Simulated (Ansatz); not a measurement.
## HfN: pressure series

The parent structure is HfN in the rock salt structure (space group Fm-3m, No. 225; a = 4.548 Å).

Cell and atoms are relaxed at each pressure.

Computed with PBE (Ansatz, a program for electronic structure, PAW, no spin-orbit coupling), earlier PAW set.

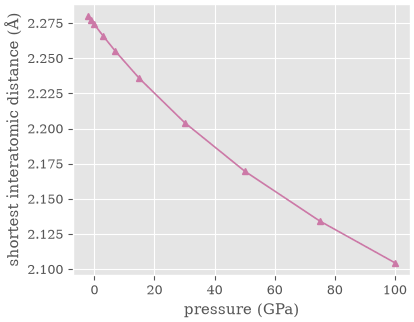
Figure: Shortest interatomic distance against pressure

Q: From the plot, what is the shortest interatomic distance for pressure 100 GPa?

A: About 2.10 Å.

Q: Is the trend monotonic over the range shown?

A: Yes, it falls throughout, spanning 2.105 Å to 2.280 Å.

Load acts through the strain it causes; cell and atoms are relaxed under it. Whether these cells are dynamically stable was not tested. Competing high-pressure phases were not computed. The final runs are not spin-polarised. An odd electron count without spin: HfN.
